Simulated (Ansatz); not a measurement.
# C₂H₉N₂Ta: small, medium and large basis sets

How large a basis does C₂H₉N₂Ta need? Two functionals are run in growing sets.

Program: Ansatz 0.2.0, Gaussian basis. Level of theory: one geometry, several basis sets. These are calculated values, not measurements.

The runs, in order: PBE0-D4/def2-SVP; ωB97M-V/def2-SVP; PBE0-D4/def2-QZVPP; ωB97M-V/def2-QZVPP; the functionals' def2-TZVPP values are taken from earlier runs.

## 1. Structure used throughout

The geometry comes from an earlier relaxation with PBE0-D4 in a triple-zeta def2 set; it is a stationary point, not always the lowest conformer. Ta takes the def2 core potential; no spin-orbit term is included.

14 atoms, charge 0, spin multiplicity 1.

Atoms are counted from 1 here; the program's logs count them from 0.

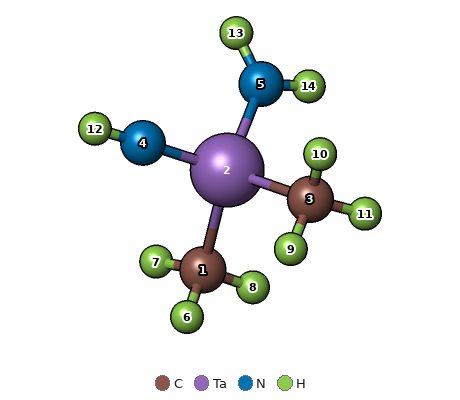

The structure; carbon brown, tantalum purple, nitrogen blue, hydrogen green; atoms are numbered from 1 in the order of the file.

## 2. PBE0-D4 in def2-SVP

The input, in.yaml:

```yaml
crystal:
  periodic: [false, false, false]
  atoms:
    - {symbol: C, position_ang: [-1.948970, -0.244099, -0.396692]}
    - {symbol: Ta, position_ang: [0.108505, 0.332616, 0.004891]}
    - {symbol: C, position_ang: [1.085489, -1.249833, 1.131196]}
    - {symbol: N, position_ang: [0.083780, 1.782835, 1.009727]}
    - {symbol: N, position_ang: [1.088479, 0.758700, -1.661114]}
    - {symbol: H, position_ang: [-2.441872, -0.521584, 0.543408]}
    - {symbol: H, position_ang: [-2.544161, 0.553454, -0.849762]}
    - {symbol: H, position_ang: [-1.989061, -1.115232, -1.064258]}
    - {symbol: H, position_ang: [0.484387, -1.493977, 2.016022]}
    - {symbol: H, position_ang: [2.084617, -0.980458, 1.484420]}
    - {symbol: H, position_ang: [1.176201, -2.162639, 0.527337]}
    - {symbol: H, position_ang: [0.057234, 2.596271, 1.600417]}
    - {symbol: H, position_ang: [1.509554, 1.637107, -1.920796]}
    - {symbol: H, position_ang: [1.232817, 0.077539, -2.395994]}
basis:
  gaussian: {orbitals: def2-SVP}
hamiltonian: {xc: pbe0, dispersion: d4}
output: {orbitals: {seedname: orbitals}}
```

Command:

```bash
$ ansatz run in.yaml --threads 4 --pin off --events-out ev --progress --plain --max-ram 11315MiB
```

The log of the run:

```text
Functional definition: PBE0
  name "PBE0"
  cite "Adamo & Barone, J. Chem. Phys. 110, 6158 (1999) doi:10.1063/1.478522"
  cite "Perdew, Burke & Ernzerhof, Phys. Rev. Lett. 77, 3865 (1996) doi:10.1103/PhysRevLett.77.3865"
  parent pbe
  parameter a = 0.25
  parameter kappa = 0.804
  parameter beta = 0.06672455060314922
  exchange = (1 - a)*pbe_x(kappa = kappa, mu = beta*pi^2/3) + a*exact_x
  correlation = pbe_c(beta = beta)
1512 factors; their error is unknown
mean field evaluation 1: about -6722.8586 eV, gradient 9.8e1 eV
mean field evaluation 2: about -6645.8696 eV, gradient 2.0e2 eV
mean field evaluation 4: about -6743.1577 eV, gradient 1.4e1 eV
mean field evaluation 8: about -6743.5499 eV, gradient 1.5e-1 eV
mean field evaluation 16: about -6743.6531 eV, gradient 1.4e-4 eV
mean field -6743.65307187 eV, -247.8246793791 hartree, gradient 3.0e-5 eV, S^2 0.000000; 0 other end points of the search recorded, 0 dependent functions left out
reference -6743.65311967 eV, -247.8246811357 hartree; 24, 24 occupied and 109, 109 virtual orbitals, 1512 factors
Total energy: -6743.89183236 eV, -247.8334536651 hartree
```

It took 1.4 s on 4 threads of Arm Neoverse V2, shared host.

## 3. ωB97M-V in def2-SVP

Changes to in.yaml since step 2:

```diff
@@ -19,3 +19,3 @@
   gaussian: {orbitals: def2-SVP}
-hamiltonian: {xc: pbe0, dispersion: d4}
+hamiltonian: {xc: {name: wB97M-V}}
 output: {orbitals: {seedname: orbitals}}
```

Same command.

The log of the run, shortened:

```text
Functional definition: wB97M-V
  name "wB97M-V"
  cite "Mardirossian & Head-Gordon, J. Chem. Phys. 144, 214110 (2016) doi:10.1063/1.4952647"
  cite "Becke, J. Chem. Phys. 107, 8554 (1997) doi:10.1063/1.475007"
  cite "Vydrov & Van Voorhis, J. Chem. Phys. 133, 244103 (2010) doi:10.1063/1.3521275"
  # Of w^i u^j: cxij and so on, Table III.
[...]
  gx(w, u) = 1 - cx + cx01*u + cx10*w
  gss(w, u) = css00 + css04*u^4 + css10*w + css20*w^2 + css43*w^4*u^3
  gos(w, u) = cos00 + cos10*w + (cos20 + cos21*u)*w^2 + (cos60 + cos61*u)*w^6
[...]
      + integral(e_c_pw_mod_opposite_spin*gos(b97_w_opposite, b97_u_opposite)) + vv10(b, c)
1486 factors; their error is unknown
380 factors; integrals over basis functions are off by at most 7.4e-6 eV
[...]
mean field -6744.81770350 eV, -247.8674788019 hartree, gradient 4.2e-5 eV, S^2 0.000000; 0 other end points of the search recorded, 0 dependent functions left out
reference -6744.81778044 eV, -247.8674816296 hartree; 24, 24 occupied and 109, 109 virtual orbitals, 1486 factors
Total energy: -6744.81778044 eV, -247.8674816296 hartree
```

Run time: 7 s. Hardware: 4 threads of Arm Neoverse V2, shared host.

## 4. PBE0-D4 in def2-QZVPP

Changes to in.yaml since step 3:

```diff
@@ -18,4 +18,4 @@
 basis:
-  gaussian: {orbitals: def2-SVP}
-hamiltonian: {xc: {name: wB97M-V}}
+  gaussian: {orbitals: "def2-QZVPP.json"}
+hamiltonian: {xc: pbe0, dispersion: d4}
 output: {orbitals: {seedname: orbitals}}
```

Launched as before.

The log of the run:

```text
Functional definition: PBE0
  name "PBE0"
  cite "Adamo & Barone, J. Chem. Phys. 110, 6158 (1999) doi:10.1063/1.478522"
  cite "Perdew, Burke & Ernzerhof, Phys. Rev. Lett. 77, 3865 (1996) doi:10.1103/PhysRevLett.77.3865"
  parent pbe
  parameter a = 0.25
  parameter kappa = 0.804
  parameter beta = 0.06672455060314922
  exchange = (1 - a)*pbe_x(kappa = kappa, mu = beta*pi^2/3) + a*exact_x
  correlation = pbe_c(beta = beta)
1739 factors; their error is unknown
mean field evaluation 1: about -6723.9342 eV, gradient 1.2e2 eV
mean field evaluation 2: about -6631.7590 eV, gradient 2.3e2 eV
mean field evaluation 4: about -6749.4844 eV, gradient 2.2e1 eV
mean field evaluation 8: about -6750.5292 eV, gradient 2.6e-1 eV
mean field evaluation 16: about -6750.5373 eV, gradient 1.3e-4 eV
mean field -6750.53725468 eV, -248.0776684309 hartree, gradient 3.5e-5 eV, S^2 0.000000; 0 other end points of the search recorded, 0 dependent functions left out
reference -6750.53730258 eV, -248.0776701913 hartree; 24, 24 occupied and 555, 555 virtual orbitals, 1739 factors
Total energy: -6750.77601527 eV, -248.0864427207 hartree
```

Run time: 9 s. Hardware: 4 threads of Arm Neoverse V2, shared host; peak memory 2.2 GiB.

## 5. ωB97M-V in def2-QZVPP

Changes to in.yaml since step 4:

```diff
@@ -19,3 +19,3 @@
   gaussian: {orbitals: "def2-QZVPP.json"}
-hamiltonian: {xc: pbe0, dispersion: d4}
+hamiltonian: {xc: {name: wB97M-V}}
 output: {orbitals: {seedname: orbitals}}
```

Launched as before.

The log of the run, shortened:

```text
Functional definition: wB97M-V
  name "wB97M-V"
  cite "Mardirossian & Head-Gordon, J. Chem. Phys. 144, 214110 (2016) doi:10.1063/1.4952647"
  cite "Becke, J. Chem. Phys. 107, 8554 (1997) doi:10.1063/1.475007"
  cite "Vydrov & Van Voorhis, J. Chem. Phys. 133, 244103 (2010) doi:10.1063/1.3521275"
  # Of w^i u^j: cxij and so on, Table III.
[...]
  gx(w, u) = 1 - cx + cx01*u + cx10*w
  gss(w, u) = css00 + css04*u^4 + css10*w + css20*w^2 + css43*w^4*u^3
  gos(w, u) = cos00 + cos10*w + (cos20 + cos21*u)*w^2 + (cos60 + cos61*u)*w^6
[...]
      + integral(e_c_pw_mod_opposite_spin*gos(b97_w_opposite, b97_u_opposite)) + vv10(b, c)
1683 factors; their error is unknown
490 factors; integrals over basis functions are off by at most 7.5e-6 eV
[...]
mean field -6752.03388614 eV, -248.1326686227 hartree, gradient 7.5e-5 eV, S^2 0.000000; 0 other end points of the search recorded, 0 dependent functions left out
reference -6752.03396385 eV, -248.1326714786 hartree; 24, 24 occupied and 555, 555 virtual orbitals, 1683 factors
Total energy: -6752.03396385 eV, -248.1326714786 hartree
```

Wall time 23 s (4 threads of Arm Neoverse V2, shared host); peak memory 2.8 GiB.

## 6. Density functionals: the series

The def2-TZVPP values come from earlier runs at the same geometry.

```
functional       basis  functions  energy (eV)  from the largest (eV)  HOMO (eV)  LUMO (eV)
   PBE0-D4    def2-SVP        133   -6743.8918                  6.884      -6.93      -0.73
   PBE0-D4  def2-TZVPP        306   -6750.4302                  0.346      -7.03      -0.79
   PBE0-D4  def2-QZVPP        579   -6750.7760                  0.000      -7.07      -0.84
   ωB97M-V    def2-SVP        133   -6744.8178                  7.216      -9.26       1.28
   ωB97M-V  def2-TZVPP        306   -6751.7008                  0.333      -9.39       1.22
   ωB97M-V  def2-QZVPP        579   -6752.0340                  0.000      -9.42       0.72
```

## 7. Outcome

| quantity | value |
| --- | --- |
| PBE0-D4: double and triple zeta above quadruple | 6.88, 0.35 eV |
| ωB97M-V: double and triple zeta above quadruple | 7.22, 0.33 eV |

In words: PBE0-D4 gains 6.54 eV from double to triple zeta, then 0.35 eV more. These are total energies; as a rule much of such shifts cancels in differences, which this series doesn't test. The LUMO of ωB97M-V is positive and keeps falling with the basis (1.28 to 0.72 eV): an unbound level that the basis holds in place.

For PBE0-D4 the largest set took about 7 times as long as the smallest (9 s against 1.4 s).
